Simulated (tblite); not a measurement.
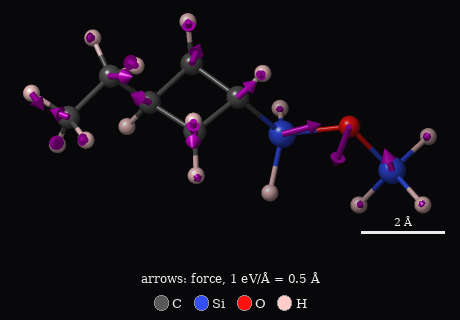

Starting geometry of C$_{6}$H$_{16}$OSi$_{2}$ with the computed forces as purple arrows. The picture is a ball-and-stick view, seen at a tilt.

Method: tblite, GFN2-xTB geometry optimisation, gas phase. 

What follows when this structure is relaxed?

Answer. It isn't relaxed: the largest force vector, on the O atom, is 2.79 eV/Å. The final displacements have little in common with the starting forces (cosine between the two patterns 0.18). The energy falls by 109.4 kJ/mol in 203 geometry steps. The largest move after the best rigid fit is that of an H atom, 2.18 Å. Largest moves by element: H 2.18 Å, O 1.32 Å, Si 1.04 Å, C 0.71 Å. Near-neighbour distances that change, for instance: Si–Si 2.835 → 3.214 Å, O–Si 1.727 → 1.620 Å, C–H 1.138 → 1.093 Å, C–C 1.501 → 1.542 Å. Bond angles that change, for instance: Si–O–Si 110.8° → 166.3°, C–C–C 108.7° → 117.3°, C–C–H 103.2° → 109.5°. Groups turn about C–Si by about 50°, C–C by about 30°. The run took 3.4 s on 1 thread of Arm Neoverse N1 (shared host).
